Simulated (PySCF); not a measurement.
Process, species as SMILES: P (PH3) → [PH2-] + H+
B3LYP-D3(BJ)/def2-TZVP geometries, fixed; electronic energies without zero-point terms.
Largest species:
```
P
H 1 1.4188
H 1 1.4188 2 93.38
H 1 1.4188 2 93.38 3 93.59
```

Basis-set convergence of the deprotonation energy at PBE with PySCF. All functions are spherical. Density fitting with generated auxiliary sets. No added dispersion term, no relativity. Functions are those of the species that has most. Reference: the value in aug-pcseg-3, 369.63 kcal/mol, itself unsure by roughly 1.94 kcal/mol (its mean distance from aug-cc-pV(Q+d)Z, def2-QZVPPD). Deviations are taken from unrounded values. Cost is core time over that of cc-pV(T+d)Z, rough, on shared machines of one kind; a dash marks a row that isn't timed (too short, read off another run, short of memory, by another algorithm or on other hardware).

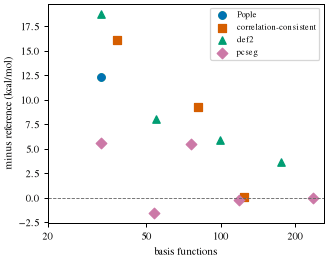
Figure: Deviation from the reference against the number of basis functions, by family of sets.

```csv
basis,functions,deprotonation energy (kcal/mol),minus reference (kcal/mol),cost
6-31G**,33,381.98,12.35,-
def2-SVP,33,388.46,18.82,-
pcseg-1,33,375.19,5.56,-
cc-pV(D+d)Z,38,385.80,16.17,-
aug-pcseg-1,54,368.06,-1.57,-
def2-TZVP,55,377.70,8.06,0.6×
pcseg-2,76,375.18,5.54,0.9×
cc-pV(T+d)Z,81,378.95,9.32,1×
def2-TZVPPD,99,375.60,5.97,1×
aug-pcseg-2,119,369.42,-0.22,1×
aug-cc-pV(T+d)Z,124,369.76,0.12,1×
def2-QZVPPD,175,373.27,3.63,4×
aug-pcseg-3,236,369.63,0.00,7×
```
